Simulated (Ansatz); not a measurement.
LiH (rock salt)

```
CELL_PARAMETERS angstrom
      0.00000     4.00544     4.00544
      2.00272     0.00000     2.00272
      2.00272     2.00272     0.00000
ATOMIC_POSITIONS crystal
  Li 0.00000 0.00000 0.00000
  Li 0.50000 0.00000 0.00000
  H  0.25000 0.50000 0.50000
  H  0.75000 0.50000 0.50000
```

A phonon eigenvector at L = (0.5, 0.0, 0.0) is frozen into this cell: atom i moves by Q times the vector below, so Q is the largest atomic displacement, in Å. The cell is held. (q is in reciprocal vectors of the primitive cell; the cell shown is doubled to hold the pattern.)

```json
[
 {"atom": "Li1", "x": "-0.577", "y": "0.577", "z": "0.577"},
 {"atom": "Li2", "x": "0.577", "y": "-0.577", "z": "-0.577"}
]
```

Atoms not listed stay in place.

Method: r2SCAN (plane waves to 500 eV, PAW, scalar-relativistic; Ansatz, a first-principles code). k mesh 7×14×14 (Γ-centred), Fermi-Dirac smearing 0.05 eV. The energy includes the smearing's −TS. LiH was relaxed with its symmetry unable to fall. The zero of ΔE is the undisplaced structure.

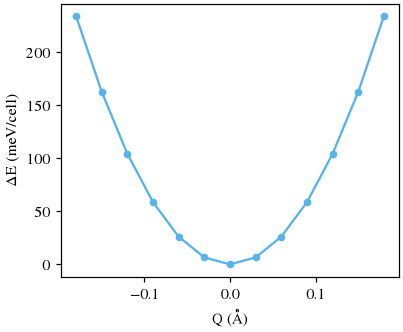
*ΔE (meV/cell) against Q (Å); computed points joined by lines.*

Task: What is the energy change at Q = 0.180 Å?

Result: About 230 meV/cell.

Task: What harmonic wavenumber does the curvature at Q = 0 give?

Result: About 530 cm⁻¹.

(For displaced atoms, the force is minus the slope of the energy, and its curvature is a force constant, which sets phonon frequencies.)
